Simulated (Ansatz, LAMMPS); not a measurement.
# Liquid mixture of sulfolane and H2O at 300 K (192 atoms): a single point

What does DFT give for liquid mixture of sulfolane and H2O at 300 K (192 atoms) as built?

Program: Ansatz 0.2.0. Level of theory: Kohn-Sham DFT, PBEsol, PAW (set soft_2), plane waves. Results are calculated unless marked as measured.

### Step 1. Set-up

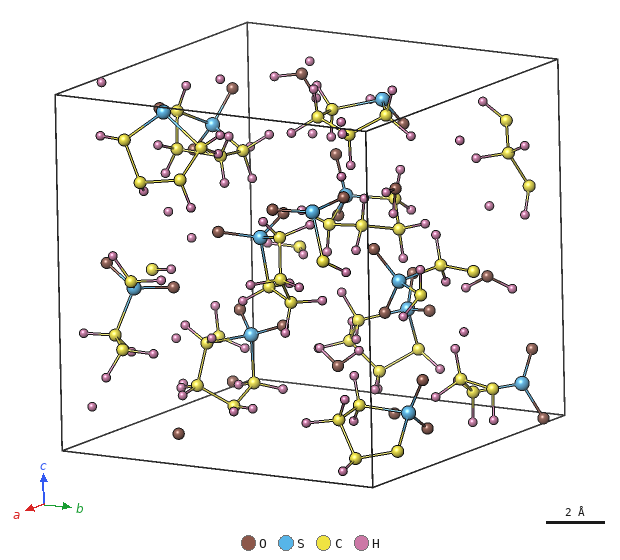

The starting structure, seen slightly off an axis (oxygen brown, sulfur blue, carbon yellow, hydrogen pink). Bonds to atoms that aren't drawn are left out. Some periodic images of atoms are drawn too.

The cell holds 192 atoms: 28 O, 12 S, 48 C and 104 H. Its edges and angles: a = 12.640 Å, b = 12.640 Å, c = 12.640 Å, α = 90.0°, β = 90.0°, γ = 90.0°. 12 sulfolane, 4 H2O placed at random, at 1.25 g/cm³; overlaps pushed apart, then 10 ps at 450 K with MMFF94 bonds, angles, torsions, charges and radii (Halgren, J. Comput. Chem. 17, 490 (1996)) in harmonic and 12-6 forms; SPC/E water (Berendsen, Grigera and Straatsma, J. Phys. Chem. 91, 6269 (1987)). Snapshot after 20 ps at 300 K and fixed volume.

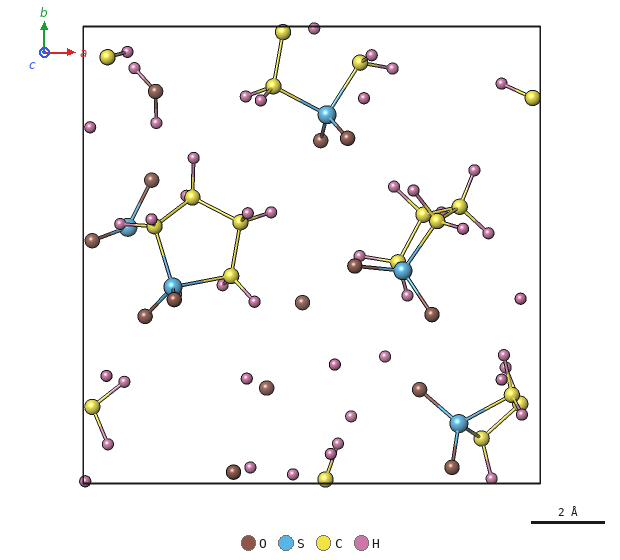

A slice 6 Å thick through the middle of the cell. Bonds to atoms that aren't drawn are left out.

Before any run, some limits are plain. The network of contacts between molecules at the start is that of the classical potential that made the cell, and needn't be the one that DFT or experiment would give. The functional has no dispersion term, which matters for the binding between molecules or layers. The density was typed from a rule of thumb and may lie off the real one at this temperature. Sampling is at Γ alone, for a cell whose shortest periodic width is 13 Å.

### Step 2. How the cell was made

A classical potential supplies the starting structure, since it reaches far longer times than DFT.

This step: classical MD, MMFF94 bonds, angles, torsions, charges and radii (Halgren, J. Comput. Chem. 17, 490 (1996)) in harmonic and 12-6 forms; SPC/E water (Berendsen, Grigera and Straatsma, J. Phys. Chem. 91, 6269 (1987)) (LAMMPS 22 Jul 2025 - Update 4).

The input, in.lmp:

```
# liquid mixture of sulfolane and H2O
units real
atom_style full
boundary p p p
bond_style harmonic
angle_style harmonic
dihedral_style opls
improper_style harmonic
special_bonds lj 0 0 0.5 coul 0 0 0.75
read_data data.lmp
neigh_modify delay 0 every 1 check yes one 4000
comm_modify cutoff 12.0
timestep 0.5
thermo_style custom step time temp pe press density
thermo_modify norm yes
# push overlapping molecules apart
pair_style soft 2.6
pair_coeff * * 0.0
variable a equal ramp(1,60)
fix ad all adapt 1 pair soft a * * v_a
velocity all create 450 5276 mom yes dist gaussian
fix lim all nve/limit 0.03
fix lan all langevin 450 450 50 5277 zero yes
thermo 1000
run 3000 post no
unfix ad
pair_style lj/cut/coul/long 9.0
pair_modify mix arithmetic tail yes
pair_coeff 1 1 0.0763 3.0960   # O
pair_coeff 2 2 0.2681 3.4180   # S
pair_coeff 3 3 0.0678 3.3680   # C
pair_coeff 4 4 0.0216 2.5400   # H
pair_coeff 5 5 0.1553 3.1660   # O
pair_coeff 6 6 0.0000 1.0000   # H
# [... 19 lines left out ...]
compute msd all msd com yes
thermo 5000
fix md all nvt temp 300 300 100
run 20000 post no
print "== T300: mean square displacement over the hold $(c_msd[4]:%.2f) A^2"
unfix md
uncompute msd
write_dump all custom T300.dump id type xs ys zs modify sort id
```

Command:

```
$ lmp -in in.lmp -log none -nocite
```

Numbers of over 12 decimals in the logs are rounded to 6 here.

The log of the run:

```text
LAMMPS (22 Jul 2025 - Update 4)
Reading data file ...
  orthogonal box = (0 0 0) to (12.6398 12.6398 12.6398)
  192 atoms
  orthogonal box = (0 0 0) to (12.6398 12.6398 12.6398)
  188 bonds
  364 angles
  492 dihedrals
   Step          Time           Temp          PotEng         Press         Density
         0   0              450            0.43640294    -897.26852      1.2449997
      1000   500            426.84759      1.6313204      27749.663      1.2449997
      2000   1000           412.08604      1.595537       33763.913      1.2449997
      3000   1500           424.82716      1.6793192      20209.288      1.2449997
Loop time of 0.448321 s on 1 MPI rank(s) for 3000 steps with 192 atoms
PPPM initialization ...
  G vector (1/distance) = 0.3021637
  grid = 8 8 8
  estimated relative force accuracy = 2.6925395e-05
   Step          Time           Temp          PotEng         Press         Density
[... 14 lines left out ...]
      2000   1000           391.45563      0.0644591      3197.1417      1.2449997
Loop time of 1.30834 s on 1 MPI rank(s) for 2000 steps with 192 atoms
   Step          Time           Temp          PotEng         Press         Density
      2000   1000           399.82901      0.053019197    7903.2133      1.2449997
[... 5 lines left out ...]
Loop time of 7.05518 s on 1 MPI rank(s) for 10000 steps with 192 atoms
   Step          Time           Temp          PotEng         Press         Density
[... 4 lines left out ...]
Loop time of 3.4321 s on 1 MPI rank(s) for 5000 steps with 192 atoms
   Step          Time           Temp          PotEng         Press         Density
[... 2 lines left out ...]
     25000   24000          297.41263     -0.20955351    -3131.2338      1.2449997
     30000   29000          301.9571      -0.28693126     6334.0763      1.2449997
     35000   34000          305.65861     -0.27522003     3638.746       1.2449997
     37000   36000          292.04405     -0.23161733    -901.98154      1.2449997
Loop time of 13.7329 s on 1 MPI rank(s) for 20000 steps with 192 atoms
== T300: mean square displacement over the hold 4.33 A^2
```

Wall time 27 s (1 thread of Arm Neoverse V2, shared host); peak memory 0.13 GiB.

The input also reads data.lmp (atoms, bonds and types; not printed here).

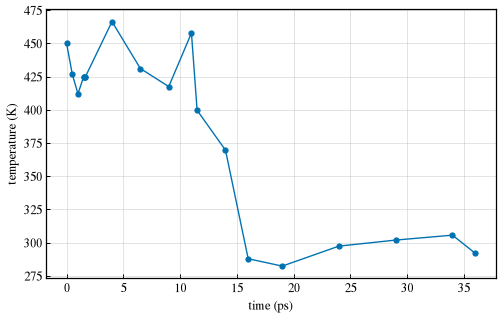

Temperature, plotted against time.

### Step 3. Plane-wave single point

One self-consistent run at the given positions yields energy and forces.

The input, input.yaml:

```yaml
crystal:
  lattice:
    - [12.6398, 0.0, 0.0]
    - [0.0, 12.6398, 0.0]
    - [0.0, 0.0, 12.6398]
  atoms:
    - { symbol: O, position: [0.79257, 0.20675, 0.94118] }
    - { symbol: S, position: [0.88369, 0.27545, 0.9562] }
    - { symbol: O, position: [0.90589, 0.31841, 0.06173] }
    - { symbol: C, position: [0.87204, 0.38742, 0.8651] }
    - { symbol: C, position: [0.96757, 0.37732, 0.79293] }
    - { symbol: C, position: [0.98556, 0.25964, 0.77696] }
    - { symbol: C, position: [0.98771, 0.21263, 0.89211] }
    - { symbol: H, position: [0.7879, 0.38998, 0.83107] }
    - { symbol: H, position: [0.8849, 0.45778, 0.9105] }
    - { symbol: H, position: [0.03595, 0.4148, 0.83495] }
    - { symbol: H, position: [0.95706, 0.40426, 0.71551] }
    - { symbol: H, position: [0.91556, 0.2272, 0.73527] }
    - { symbol: H, position: [0.05093, 0.23542, 0.72255] }
    - { symbol: H, position: [0.0603, 0.23659, 0.92754] }
    - { symbol: H, position: [0.9703, 0.12475, 0.89132] }
    - { symbol: O, position: [0.57842, 0.7553, 0.55892] }
    - { symbol: S, position: [0.53341, 0.80679, 0.46494] }
    - { symbol: O, position: [0.5196, 0.75024, 0.3678] }
    - { symbol: C, position: [0.60585, 0.9208, 0.4525] }
    - { symbol: C, position: [0.53009, 0.00885, 0.41482] }
    - { symbol: C, position: [0.43717, 0.98764, 0.49126] }
    - { symbol: C, position: [0.41609, 0.86906, 0.49254] }
    - { symbol: H, position: [0.6312, 0.93699, 0.53016] }
    - { symbol: H, position: [0.67695, 0.90793, 0.40526] }
    - { symbol: H, position: [0.50535, 0.9956, 0.33613] }
    - { symbol: H, position: [0.55734, 0.08724, 0.4291] }
    - { symbol: H, position: [0.4589, 0.02004, 0.56388] }
    - { symbol: H, position: [0.36568, 0.03506, 0.47278] }
    - { symbol: H, position: [0.35563, 0.84676, 0.43157] }
    - { symbol: H, position: [0.38854, 0.83813, 0.56911] }
    - { symbol: O, position: [0.73594, 0.20537, 0.42695] }
    - { symbol: S, position: [0.82187, 0.13107, 0.43486] }
    [... 154 atom lines left out ...]
    - { symbol: O, position: [0.53586, 0.60571, 0.20675] }
    - { symbol: H, position: [0.52612, 0.66833, 0.25412] }
    - { symbol: H, position: [0.52201, 0.53937, 0.24757] }
    - { symbol: O, position: [0.24945, 0.32846, 0.94048] }
    - { symbol: H, position: [0.27005, 0.25292, 0.92918] }
    - { symbol: H, position: [0.22915, 0.3609, 0.87124] }
kpoints:
  mp_grid: { grid: [1, 1, 1] }
hamiltonian:
  xc: pbesol
scf:
  occupations: { method: gaussian, width: 0.025 }
output:
  forces: true
  stress: true
  populations: intrinsic
  dos:
    method: { smearing: { sigma: 0.15 } }
    de: 0.1
    projected: { site_lists: { C: [C], H: [H], O: [O], S: [S] } }
  eigenvalues: true
  write_density: true
  write_potential: true
  volumetric_format: npy
```

Command:

```
$ ansatz run input.yaml --threads 8 --pin off --max-ram 15872MiB --backend cpu --events-out ev --progress --plain --runs-dir out
```

The log of the run:

```text
Engine: ansatz 0.2.0, aarch64-unknown-linux-gnu
Pseudopotentials: kind: paw
Pseudopotential: O, paw, valence charge 6, recommended cutoff 420 eV (normal), O.paw.azcp
Pseudopotential: S, paw, valence charge 6, recommended cutoff 420 eV (normal), S.paw.azcp
Pseudopotential: C, paw, valence charge 4, recommended cutoff 420 eV (normal), C.paw.azcp
Pseudopotential: H, paw, valence charge 1, recommended cutoff 420 eV (normal), H.paw.azcp
[... 3 lines on functional and potentials left out ...]
Crystal: 192 atoms, lattice volume = 2019.392 Å³
Basis set: ecut = 420 eV, 39607 PW (Γ), exchange–correlation on 180×180×180 points (8 copies of the dense FFT grid, shifted against one another)
Bands: 460, of which v1, the nominal top of the filled ones, is band 268 counted from 1 (267 counted from 0)
Symmetry: 1 space group operations
Space group: P1 (ITA 1), of the structure as read, at distance tolerance 1.3e-4 Å
k-points: 1
[... 12 lines on functional and potentials left out ...]
Initial density: superposition of atomic densities (neutral atoms: chi_scale 0, normalization atom), corrected by the library's trained network
Initial wavefunctions: pseudopotential atomic-orbital guess
Functional: x = pbesol(κ = 0.804, μ = 0.123457), c = pbesol(β = 0.046)
SCF iter   1: F=—  HF=-39786.478452 eV  |F-HF|=—  |Δ(HF+E_count)|=         —  Δρ=6.10e-3  dr2=7.53e-1  ethr=1.77e-3  ⟨swp⟩=6.0  Hψ=2237  notcnv=0  defer=68
preconditioner: auto → Resta (q_TF=auto, 2.187 Å⁻¹)  ε∞=2.5  [insulator: Δε(μ)=5.128 eV  Ē_g=15.190 eV  σ=0.025 eV  W_gap=1.00  n_scr=364 (ndim 8)  ℏωp=18.7 eV  f_vac=0.230  D(μ)=0.00/eV (n_scr^D=0)  ε∞_Penn≈2.5]
SCF iter   2: F=—  HF=-39786.320990 eV  |F-HF|=—  |Δ(HF+E_count)|=   1.57e-1  Δρ=3.40e-3  dr2=1.80e-1  ethr=1.40e-4  ⟨swp⟩=2.0  Hψ=618  notcnv=0  defer=187
SCF iter   3: F=—  HF=-39786.325742 eV  |F-HF|=—  |Δ(HF+E_count)|=   4.75e-3  Δρ=1.54e-3  dr2=5.60e-2  ethr=3.36e-5  ⟨swp⟩=4.0  Hψ=546  notcnv=0  defer=187
SCF iter   4: F=—  HF=-39786.318838 eV  |F-HF|=—  |Δ(HF+E_count)|=   6.90e-3  Δρ=5.16e-4  dr2=5.61e-3  ethr=1.04e-5  ⟨swp⟩=2.0  Hψ=544  notcnv=0  defer=187
SCF iter   5: F=—  HF=-39786.319682 eV  |F-HF|=—  |Δ(HF+E_count)|=   8.44e-4  Δρ=2.11e-4  dr2=1.25e-3  ethr=1.05e-6  ⟨swp⟩=2.0  Hψ=798  notcnv=0  defer=187
SCF iter   6: F=—  HF=-39786.320275 eV  |F-HF|=—  |Δ(HF+E_count)|=   5.94e-4  Δρ=1.74e-4  dr2=5.87e-4  ethr=2.33e-7  ⟨swp⟩=2.0  Hψ=543  notcnv=0  defer=187
SCF iter   7: F=—  HF=-39786.320228 eV  |F-HF|=—  |Δ(HF+E_count)|=   4.73e-5  Δρ=3.65e-5  dr2=3.50e-5  ethr=1.09e-7  ⟨swp⟩=2.0  Hψ=538  notcnv=0  defer=187
SCF iter   8: F=—  HF=-39786.320599 eV  |F-HF|=—  |Δ(HF+E_count)|=   3.71e-4  Δρ=2.32e-5  dr2=9.53e-6  ethr=6.53e-9  ⟨swp⟩=2.0  Hψ=541  notcnv=0  defer=187
SCF iter   9: F=—  HF=-39786.320598 eV  |F-HF|=—  |Δ(HF+E_count)|=   2.43e-7  Δρ=6.07e-6  dr2=8.41e-7  ethr=1.78e-9  ⟨swp⟩=2.0  Hψ=537  notcnv=0  defer=187
SCF iter  10: F=—  HF=-39786.320599 eV  |F-HF|=—  |Δ(HF+E_count)|=   3.54e-7  Δρ=2.64e-6  dr2=1.51e-7  ethr=1.57e-10  ⟨swp⟩=2.0  Hψ=530  notcnv=0  defer=187
SCF iter  11: F=-39786.320599 eV  HF=-39786.320599 eV  |F-HF|=4.37e-8  |Δ(HF+E_count)|=   5.11e-8  Δρ=1.94e-6  dr2=6.98e-8  ethr=1.87e-11  ⟨swp⟩=22.0  Hψ=3915  notcnv=0
SCF 1 converged in 11 iterations: F = -39786.320599 eV  dr2 = 6.98e-8
  greatest PAW one-centre occupation: 0.881 electrons in one spin orbital (limit 2), on the O atom at site 165 (counted from 0), in its partial waves of l = 0
WARN: The input density's exchange-correlation potential varies sharply where the density is thin. Do not read a vacuum level from v_tot or v_xc, or from such a field of the output density. On a cell that repeats whose density bears no net charge and no dipole along the vacuum's axis use v_es (v_loc + v_h of the components); [...]
SCF converged after 11 iterations
Free energy (F): -39786.320599 eV
Harris-Foulkes:  -39786.320599 eV  (|F-HF|=4.37e-8)
Internal energy: -39786.320599 eV  (E = F + TS)
E sigma→0 (E₀):  -39786.320599 eV
Fermi energy:    2.029213 eV
--- Per-component energies (eV) ---
  E_band       = -3982.447382
  E_kinetic    = 12154.940783
  E_local      = -38394.766148  (includes V_loc(G=0)·N_el)
  E_nonlocal   = 3161.685733
  E_hartree    = 14157.053401
  E_xc         = -6422.943585
  E_vxc        = -7732.853712  (∫ρ·V_xc dr)
  E_paw        = -15930.318943  (= ΣΔE_a)
  E_vpaw       = -1485.487241  (= ΣTr[D̂ρ^β])
  E_aug_tail   = -0.069200  (compensation charges beyond the density's cutoff)
  E_ewald      = -8514.646917
  E_core_change = 2.744277  (= ΣΔE_core)
  E_smearing   = -0.000000  (= −TS)
  E_closure    = 0.000000  (closes the sum)
  Σ components = -39786.320599   (vs F -39786.320599, Δ=0.00e0)
--- Forces (eV/Å), atoms counted from 1 ---
  atom   1  O     -0.38848335    -0.17675234     0.30247492
  atom   2  S     -1.30089566     1.25688396    -0.19422929
  atom   3  O      0.05540978    -0.71401746    -0.38139877
  atom   4  C     -0.78140338    -0.12578976    -0.41893421
  atom   5  C      0.42227760    -1.21886896     1.22696036
  atom   6  C     -0.49559979    -0.99502628     0.60084772
  atom   7  C      0.07746067    -1.30695734    -2.11221018
  atom   8  H      1.38930640    -0.36611063     0.17135931
  atom   9  H     -0.27942969     0.77593719     0.79711901
  atom  10  H     -0.29037136    -0.16713737    -0.65108819
  atom  11  H     -0.32028489     1.52191279    -1.61940375
  atom  12  H     -0.14365405     0.09603000     0.18603618
  atom  13  H      0.10850971     0.38659719     0.86208442
  atom  14  H      1.22575485    -0.08787037     0.72462163
[...]
atom 191  H     -0.47719597     0.54749480    -0.43886277
  atom 192  H      0.31020915    -0.78231117     0.73397302
  max |Σ_I F_I| component: 1.58e-4 eV/Å
--- Stress (GPa, compression-positive) ---
        3.741505       0.423226      -0.433242
        0.423225       1.678220      -0.299833
       -0.433242      -0.299832       3.073443
  P = ⅓ Tr σ = 2.8311 GPa (28.311 kbar)
--- Band table (eV) ---
  k-point 0: bands = ["-22.6676", "-22.4649", "-22.3764", "-22.3627", [... 444 levels ...], "11.3765", "11.3992", "11.4215", "11.4640", "11.5094", "11.5468", "11.5834", "11.5899", "11.6314", "11.6624", "11.6667", "11.7336"]
--- intrinsic populations: 192 sites ---
  site symbol       q [e]
     0      O      6.9232
     1      S      3.9770
     2      O      6.9011
[...]
191      H      0.6192
  spilling = 0.000000 (of n_electrons = 536.000000)
```

It took 20 s on 8 threads of Arm Neoverse V2, shared host; peak memory 2.9 GiB.

The program notes that the exchange-correlation potential is rough where the density is thin.

Read from the output:

- free energy: -39786.3206 eV
- free energy per atom: -207.2204 eV/atom
- SCF cycles: 11
- pressure: 2.831 GPa
- r.m.s. force component: 0.8492 eV/Å
- longest force: 4.501 eV/Å
- Fermi energy: 2.029 eV
- gap (highest filled to lowest empty level): 5.136 eV

Neighbours are counted within 1.34 Å (H-C), 1.21 Å (H-O), 1.85 Å (C-C), 2.21 Å (C-S), 1.88 Å (O-S).

Length of the force by element and coordination:

| element | coordination | atoms | mean length of the force (eV/Å) | spread | least | most |
| --- | --- | --- | --- | --- | --- | --- |
| C | all | 48 | 1.79 | 0.800 | 0.179 | 4.50 |
| H | all | 104 | 1.03 | 0.545 | 0.203 | 3.59 |
| O | all | 28 | 0.950 | 0.518 | 0.450 | 2.40 |
| O | 1 | 24 | 1.02 | 0.529 | 0.523 | 2.40 |
| O | 2 | 4 | 0.542 | 0.073 | 0.450 | 0.650 |
| S | all | 12 | 2.02 | 0.802 | 0.777 | 3.86 |

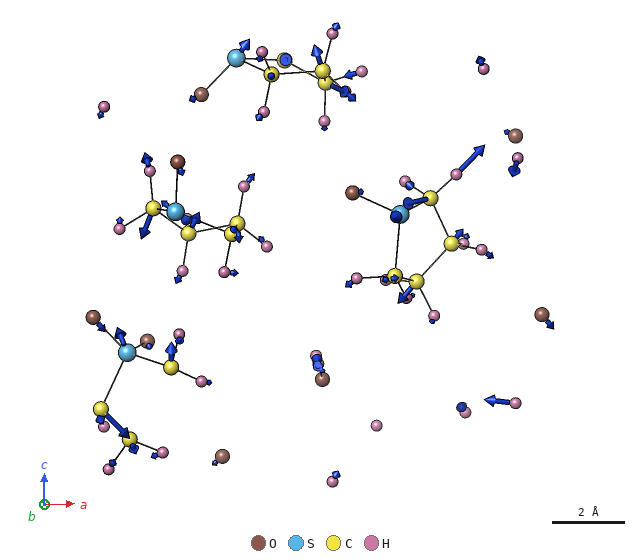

Forces as arrows; the longest in the cell is 4.50 eV/Å. Drawn is a slice 4 Å thick, seen along the normal of the ac plane. Bonds to atoms that aren't drawn are left out.

Intrinsic-atomic-orbital charges by element and coordination:

| element | coordination | atoms | mean charge (e) | spread | least | most |
| --- | --- | --- | --- | --- | --- | --- |
| C | all | 48 | -0.450 | 0.123 | -0.614 | -0.295 |
| H | all | 104 | 0.213 | 0.0509 | 0.153 | 0.384 |
| O | all | 28 | -0.894 | 0.0333 | -0.944 | -0.807 |
| O | 1 | 24 | -0.906 | 0.0153 | -0.944 | -0.867 |
| O | 2 | 4 | -0.822 | 0.0124 | -0.840 | -0.807 |
| S | all | 12 | 2.04 | 0.0241 | 2.01 | 2.09 |

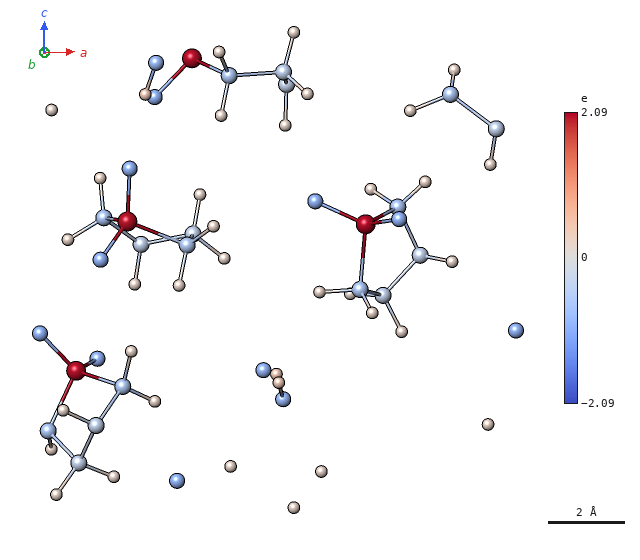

Atoms coloured by intrinsic-atomic-orbital charge. Drawn is a slice 4 Å thick, seen along the normal of the ac plane. Bonds to atoms that aren't drawn are left out.

Density of states as counts of states in windows of 1 eV (from the Fermi level), total and the larger projections:

| from (eV) | to (eV) | total | C p | O p | H s | S p | C s |
| --- | --- | --- | --- | --- | --- | --- | --- |
| -18 | -17 | 17.5 | 2.0 | 0.0 | 2.5 | 1.9 | 9.3 |
| -17 | -16 | 0.0 | 0.0 | 0.0 | 0.0 | 0.0 | 0.0 |
| -16 | -15 | 15.7 | 1.6 | 0.1 | 3.3 | 1.7 | 8.7 |
| -15 | -14 | 23.3 | 3.7 | 0.3 | 3.9 | 2.2 | 9.8 |
| -14 | -13 | 9.0 | 1.7 | 0.2 | 1.3 | 0.8 | 3.1 |
| -13 | -12 | 0.0 | 0.0 | 0.0 | 0.0 | 0.0 | 0.0 |
| -12 | -11 | 22.3 | 6.9 | 0.9 | 5.3 | 2.1 | 5.8 |
| -11 | -10 | 25.7 | 7.2 | 2.6 | 5.5 | 0.8 | 4.9 |
| -10 | -9 | 27.9 | 12.0 | 5.8 | 4.7 | 3.0 | 0.3 |
| -9 | -8 | 34.7 | 13.2 | 8.7 | 5.4 | 3.2 | 0.5 |
| -8 | -7 | 71.7 | 28.3 | 18.8 | 12.0 | 6.9 | 1.3 |
| -7 | -6 | 29.1 | 12.9 | 6.9 | 5.6 | 2.0 | 0.4 |
| -6 | -5 | 63.3 | 37.2 | 10.6 | 13.1 | 0.4 | 0.7 |
| -5 | -4 | 66.3 | 19.0 | 34.3 | 9.8 | 0.2 | 0.4 |
| -4 | -3 | 57.6 | 11.2 | 39.3 | 4.5 | 0.5 | 0.4 |
| -3 | -2 | 9.4 | 1.8 | 6.9 | 0.3 | 0.0 | 0.1 |
| -2 | 2 | 0.0 | 0.0 | 0.0 | 0.0 | 0.0 | 0.0 |
| 2 | 3 | 11.6 | 1.3 | 1.0 | 3.2 | 1.4 | 1.3 |
| 3 | 4 | 42.5 | 5.5 | 4.2 | 10.7 | 6.7 | 2.9 |
| 4 | 5 | 59.7 | 10.5 | 5.1 | 12.6 | 9.1 | 3.8 |

Between -25 and -18 eV lie 62 more states.

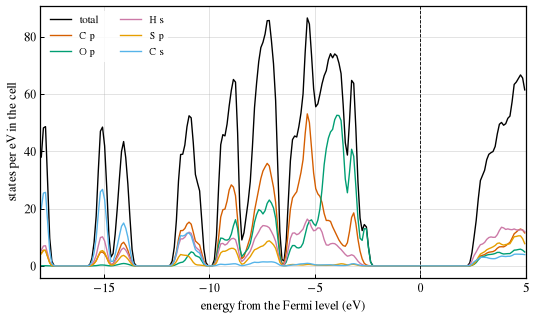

Total and projected density of states, with the broadening of the input.

The levels nearest the highest filled one (over half full), pooled over k-points and spins:

| level less the highest filled one (eV) | occupation |
| --- | --- |
| -0.509 | 2 |
| -0.435 | 2 |
| -0.402 | 2 |
| -0.260 | 2 |
| -0.0409 | 2 |
| 0 | 2 |
| 5.14 | 0 |
| 5.29 | 0 |
| 5.37 | 0 |
| 5.44 | 0 |
| 5.46 | 0 |
| 5.56 | 0 |

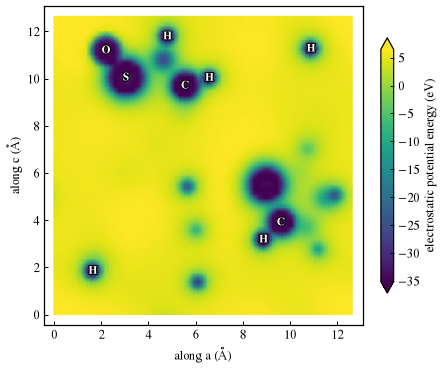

Electrostatic potential energy in the ac plane at fractional y = 0.112, with atoms of H and C and S and O within 0.2 Å of it. With pseudopotentials it is smooth inside the atoms' cores, unlike the true potential. The map starts off the cell's origin, so that atoms lie inside it.

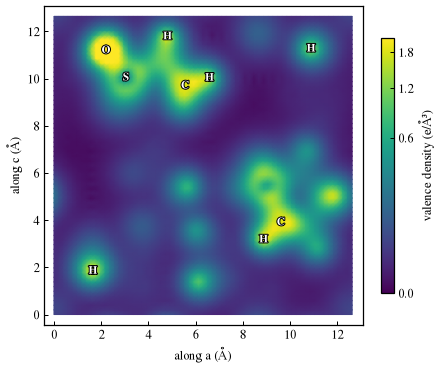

Valence density in the ac plane at fractional y = 0.112, with atoms of H and C and S and O within 0.2 Å of it. It is the smooth field of the valence electrons, not physical close to the nuclei. The map starts off the cell's origin, so that atoms lie inside it. The colour scale is stretched toward low values.

Mean intrinsic-atomic-orbital charges: C -0.45, H +0.21, O -0.89, S +2.04 e. The largest share in the top eV of filled states is O p (67 % of the projected weight), and in the lowest eV of empty states H s (34 % of the projected weight).

(Part 1 of 2 ends here.)

[Logs are printed without paths, hosts, clocks, repeated set-up lines and the standing remarks that a program may print on its own settings, such as how far it seeks lower states.]

[Hosts, paths, dates, database ids (printed as entryN), source tags and the programs' standing remarks are cut or masked in the printed files.]

[The MMFF94 radii named for the starting cell were scaled by 0.96; in molecules described by MMFF94, hydrogen bound to N, O or S took a small fixed 12-6 site in their place.]
